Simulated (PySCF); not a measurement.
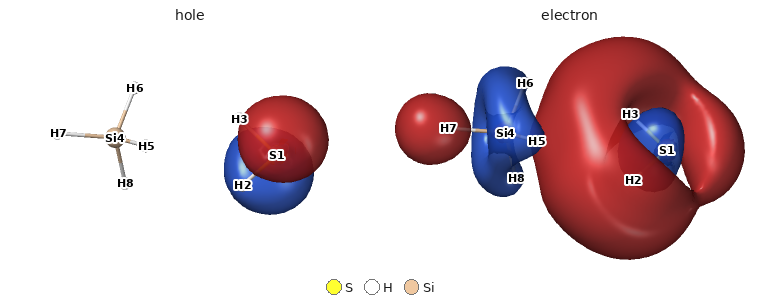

H₆SSi, SMILES `S.[SiH4]`. Leading natural transition orbital pair of S₂ (TDA singlet states); the surfaces enclose about 85 % of each orbital's density.

Computed with PySCF, M06-2X/def2-SVP, geometry: GFN2-xTB. The pair's geometry is semi-empirical, so its contact may be too short or too long. GFN2-xTB bond lengths at metals and heavier atoms can be off by up to 0.1 Å and shapes distorted, which carries into these values. Without diffuse functions Rydberg states are missing, so the states' numbers hold for this basis only.

Cartesian coordinates (Å):

```
S1       2.0938    0.0036   -0.0010
H2       1.2089   -0.9838    0.0095
H3       1.1434    0.9282    0.0107
Si4     -1.9948   -0.0004   -0.0004
H5      -1.4708   -0.8191    1.0923
H6      -1.5391    1.3776    0.1847
H7      -3.4512   -0.0493   -0.0107
H8      -1.4636   -0.5052   -1.2654
```

Where does the state lie, and where do hole and electron sit?

6.86 eV (181 nm), f = 0.003; the leading pair carries 100 %; hole on S1 (91 %), electron on S1 (32 %), H2 (22 %) and H3 (17 %); their centroids lie 1.5 Å apart. In canonical orbitals it is mainly HOMO → LUMO (85 %). The HOMO–LUMO gap is 10.03 eV.
